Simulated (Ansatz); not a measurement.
BN3H7F: geometry relaxation (part 1 of 2)

- system: BN3H7F
- method: RHF/6-31G* (Ansatz 0.2.0)

It belongs to a series of runs on one base structure; here: end point B relaxed. Figures and captions count atoms from 1; the log counts them from 0 in places.

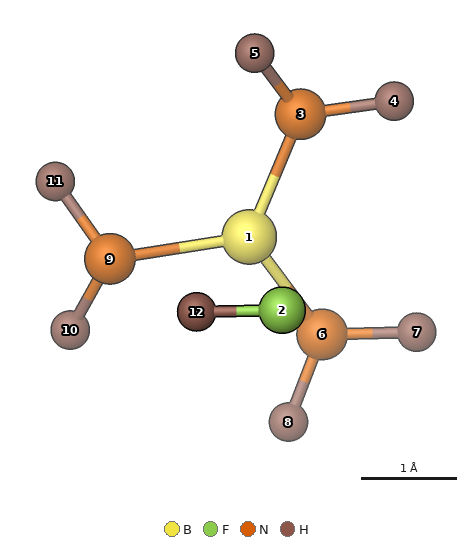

Fig. 1: The input geometry (ball-and-stick view, seen at a tilt; atoms are numbered from 1 in the order of the input).

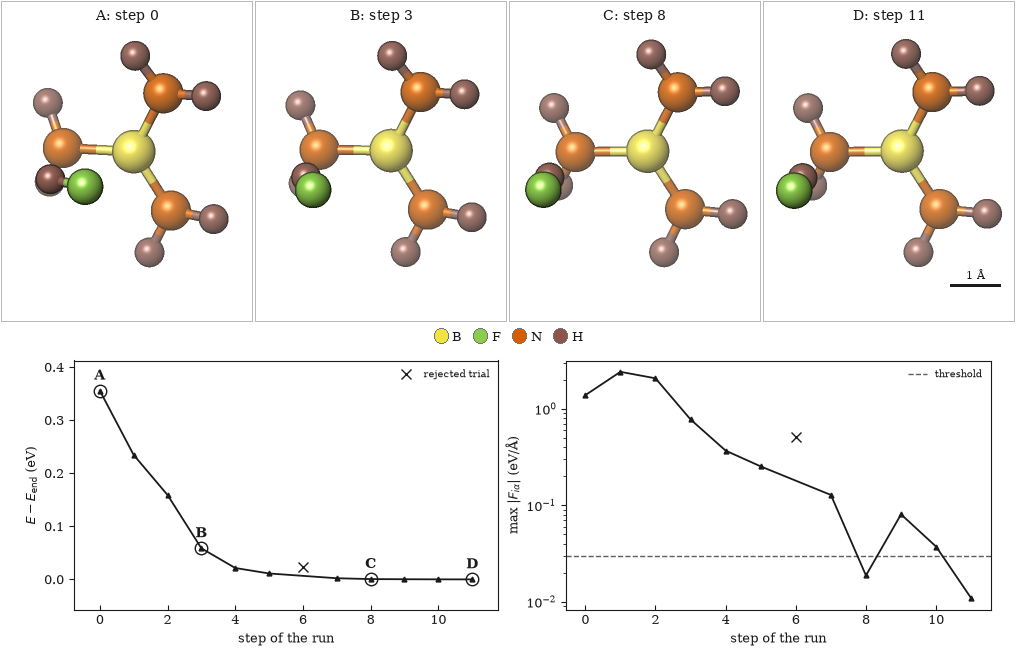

Fig. 2: Frames of the relaxation (ball-and-stick view, seen at a tilt) above the curves, on which the letters mark them (the first geometry is step 0 here and step 1 in the log).

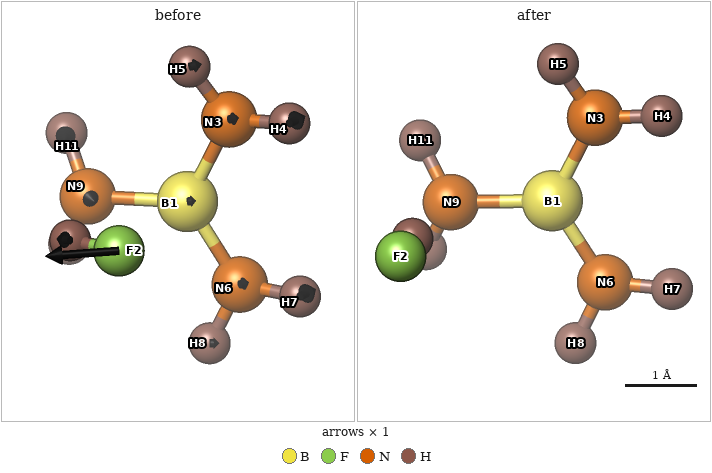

Fig. 3: Before (left) and after (right) the relaxation, at one scale (ball-and-stick view, seen at a tilt). The black arrows give the displacements, at true length. F2 moves most after the best rigid fit: 1.07 Å. By element the largest moves are F 1.07 Å, H 0.40 Å, N 0.29 Å, B 0.13 Å. Among the contacts that change: B1–N9 1.505 → 1.462 Å, F2–H12 0.917 → 0.929 Å, B1–N3 1.424 → 1.420 Å. After 11 geometry steps the energy has fallen by 0.356 eV. Largest force component: 1.4 eV/Å at the start, 0.011 eV/Å at the end. The line search rejected the trial step at point 6 (counted from 0) and went back. (Atoms are counted from 1 in the order of the input.)

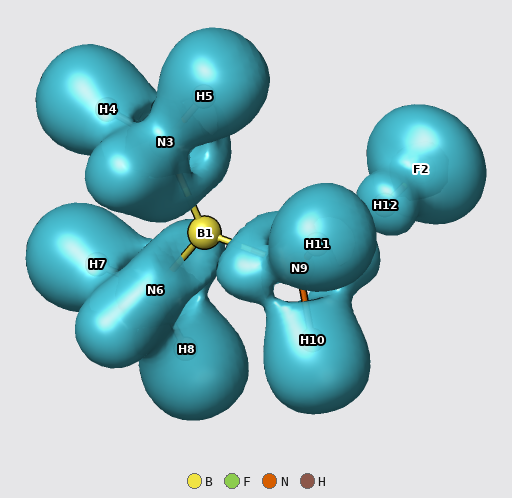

Fig. 4: Isosurface of the electron localisation function at 0.75 (cyan), seen at a tilt. Core shells and regions of very low density are left out. Along the contacts the grid gives the following. N9···H12 (1.84 Å): the ELF is only about 0.15 between them (a closed-shell contact with the geometry of a hydrogen bond). B–N (1.42 Å): the ELF peaks at about 0.95 between the atoms (a polar covalent bond).

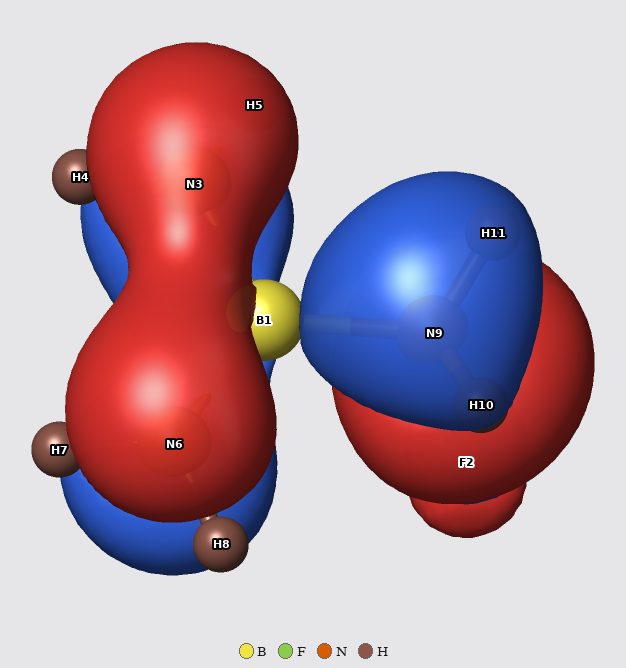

Fig. 5: The HOMO−1 at ±0.08 Å⁻³ᐟ² (red and blue are the two phases), seen at a tilt. Its energy is −11.13 eV.

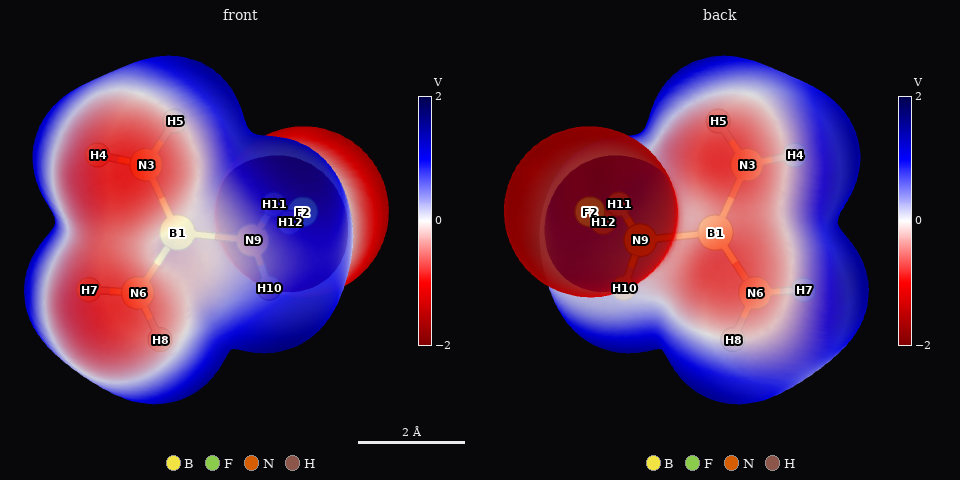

Fig. 6: The electrostatic potential painted on the density surface at 0.001 e/bohr³, seen at a tilt and from behind; red is negative and blue positive. A positive charge is drawn to the negative regions and a negative charge to the positive ones.

These pictures come from the run below.

### The input
```yaml
crystal:
  periodic: [false, false, false]
  atoms:
    - { symbol: B, position_ang: [-0.072142, 0.676808, -0.405216] }
    - { symbol: F, position_ang: [-0.083737, -0.414268, 1.890781] }
    - { symbol: "N", position_ang: [1.207906, 0.145227, -0.73164] }
    - { symbol: H, position_ang: [1.298693, -0.796222, -1.042602] }
    - { symbol: H, position_ang: [2.023756, 0.457995, -0.255484] }
    - { symbol: "N", position_ang: [-1.274414, 0.082873, -0.872183] }
    - { symbol: H, position_ang: [-1.301198, -0.864008, -1.177193] }
    - { symbol: H, position_ang: [-2.168729, 0.412599, -0.587385] }
    - { symbol: "N", position_ang: [-0.140623, 1.987244, 0.331619] }
    - { symbol: H, position_ang: [-0.989378, 2.504769, 0.226698] }
    - { symbol: H, position_ang: [0.640013, 2.59487, 0.189751] }
    - { symbol: H, position_ang: [-0.108447, 0.494712, 2.010855] }
basis:
  gaussian: { orbitals: "6-31G*" }
hamiltonian:
  xc: hf
relax:
  f_tol: 0.03
  max_steps: 50
output:
  orbitals: {}
```

Launched with:
```bash
ansatz run input.yaml --threads 1 --pin off --max-ram 2048MiB --backend cpu --events-out ev --progress --plain --runs-dir out
```

### The program's output
```
The last accepted step is kept in [file] (removed where the run ends without a failure and the disk answers)
Engine: ansatz 0.2.0, aarch64-unknown-linux-gnu
Functional definition: HF
  exchange = exact_x
  correlation = 0
1016 factors; integrals over basis functions are off by at most 3.4e-4 eV
mean field evaluation 1: about -7931.3203 eV, gradient 4.8e1 eV
mean field evaluation 2: about -7931.3784 eV, gradient 4.8e1 eV
mean field evaluation 4: about -7936.0329 eV, gradient 3.1e0 eV
mean field evaluation 8: about -7936.0674 eV, gradient 1.7e-1 eV
mean field -7936.06744183 eV, -291.6450992276 hartree, gradient 1.4e-5 eV, S^2 0.000000; 0 other end points of the search recorded, 0 dependent functions left out
the calculation of the forces begins
reference -7936.06744183 eV, -291.6450992276 hartree; 21, 21 occupied and 68, 68 virtual orbitals, 1016 factors
relax step   1: F+E_penalty+E_count = -7936.06744183 eV  Δ(F+E_penalty+E_count) = +0.000e0 eV  max|allowed force component| = 1.387e0 eV/Å  Δτ_max = 0.0000 Å  (32 SCF iters, accepted)
these checks for a lower state are left out or cut short: starts, cluster_reference, orbital_swaps, neighbouring_geometries, increment
1016 factors; integrals over basis functions are off by at most 3.7e-4 eV
mean field evaluation 16: about -7936.1886 eV, gradient 8.4e-4 eV
mean field -7936.18860189 eV, -291.6495517776 hartree, gradient 1.5e-5 eV, S^2 0.000000; 0 other end points of the search recorded, 0 dependent functions left out
[... from here on the field's lines of each further geometry are left out, up to the last ...]
relax step   2: F+E_penalty+E_count = -7936.18860189 eV  Δ(F+E_penalty+E_count) = -1.212e-1 eV  max|allowed force component| = 2.422e0 eV/Å  Δτ_max = 0.1949 Å  (30 SCF iters, accepted)
relax step   3: F+E_penalty+E_count = -7936.26399200 eV  Δ(F+E_penalty+E_count) = -7.539e-2 eV  max|allowed force component| = 2.074e0 eV/Å  Δτ_max = 0.1949 Å  (31 SCF iters, accepted)
relax step   4: F+E_penalty+E_count = -7936.36445556 eV  Δ(F+E_penalty+E_count) = -1.005e-1 eV  max|allowed force component| = 7.768e-1 eV/Å  Δτ_max = 0.1943 Å  (29 SCF iters, accepted)
relax step   5: F+E_penalty+E_count = -7936.40156664 eV  Δ(F+E_penalty+E_count) = -3.711e-2 eV  max|allowed force component| = 3.693e-1 eV/Å  Δτ_max = 0.2000 Å  (30 SCF iters, accepted)
relax step   6: F+E_penalty+E_count = -7936.41188392 eV  Δ(F+E_penalty+E_count) = -1.032e-2 eV  max|allowed force component| = 2.533e-1 eV/Å  Δτ_max = 0.2000 Å  (30 SCF iters, accepted)
relax step   7: F+E_penalty+E_count = -7936.39953542 eV  Δ(F+E_penalty+E_count) = +1.235e-2 eV  max|allowed force component| = 5.107e-1 eV/Å  Δτ_max = 0.1149 Å  (31 SCF iters, rejected (line search))
relax step   8: F+E_penalty+E_count = -7936.42086717 eV  Δ(F+E_penalty+E_count) = -8.983e-3 eV  max|allowed force component| = 1.282e-1 eV/Å  Δτ_max = 0.0551 Å  (31 SCF iters, accepted)
relax step   9: F+E_penalty+E_count = -7936.42246923 eV  Δ(F+E_penalty+E_count) = -1.602e-3 eV  max|allowed force component| = 1.876e-2 eV/Å  Δτ_max = 0.0339 Å  (31 SCF iters, accepted)
relax step  10: F+E_penalty+E_count = -7936.42275122 eV  Δ(F+E_penalty+E_count) = -2.820e-4 eV  max|allowed force component| = 8.070e-2 eV/Å  Δτ_max = 0.0547 Å  (31 SCF iters, accepted)
relax step  11: F+E_penalty+E_count = -7936.42296638 eV  Δ(F+E_penalty+E_count) = -2.152e-4 eV  max|allowed force component| = 3.734e-2 eV/Å  Δτ_max = 0.0088 Å  (25 SCF iters, accepted)
the calculation of the forces begins
reference -7936.42303620 eV, -291.6581670794 hartree; 21, 21 occupied and 68, 68 virtual orbitals, 1016 factors
relax step  12: F+E_penalty+E_count = -7936.42303620 eV  Δ(F+E_penalty+E_count) = -6.981e-5 eV  max|allowed force component| = 1.089e-2 eV/Å  Δτ_max = 0.0115 Å  (24 SCF iters, accepted)
1016 factors; integrals over basis functions are off by at most 3.0e-4 eV
mean field evaluation 96: about -7936.4224 eV, gradient 4.7e-1 eV
mean field -7936.42303620 eV, -291.6581670794 hartree, gradient 2.1e-5 eV, S^2 0.000000; 1 other end points of the search recorded, 0 dependent functions left out
the calculation of the forces begins
reference -7936.42303620 eV, -291.6581670794 hartree; 21, 21 occupied and 68, 68 virtual orbitals, 1016 factors
Total energy: -7936.42303620 eV, -291.6581670794 hartree
Atom 0 at    -0.068152     0.612535    -0.515418 Å, force     0.003670    -0.003500     0.000650 eV/Å
Atom 1 at    -0.127267     0.202245     2.757450 Å, force    -0.001524     0.000664     0.001875 eV/Å
Atom 2 at     1.206611     0.116873    -0.895995 Å, force    -0.010892     0.001813     0.000150 eV/Å
Atom 3 at     1.315369    -0.720423    -1.421766 Å, force     0.002424    -0.000491    -0.001610 eV/Å
Atom 4 at     2.043600     0.390463    -0.433380 Å, force     0.001808    -0.000022     0.001062 eV/Å
Atom 5 at    -1.269663     0.062624    -1.032527 Å, force     0.003470     0.001378     0.000238 eV/Å
Atom 6 at    -1.287068    -0.778238    -1.563384 Å, force    -0.001295     0.001196    -0.000648 eV/Å
Atom 7 at    -2.168261     0.325227    -0.696855 Å, force     0.000987    -0.002144     0.001111 eV/Å
Atom 8 at    -0.142612     1.714806     0.441588 Å, force     0.000675     0.002321    -0.002499 eV/Å
Atom 9 at    -0.976223     2.266165     0.426963 Å, force    -0.000100    -0.000608     0.000634 eV/Å
Atom 10 at     0.652343     2.319165     0.488080 Å, force    -0.000171    -0.001155     0.001661 eV/Å
Atom 11 at    -0.146977     0.771158     2.023246 Å, force     0.000949     0.000549    -0.002624 eV/Å
Dipole moment:    -0.007625     0.233755    -0.636546 e Å
```
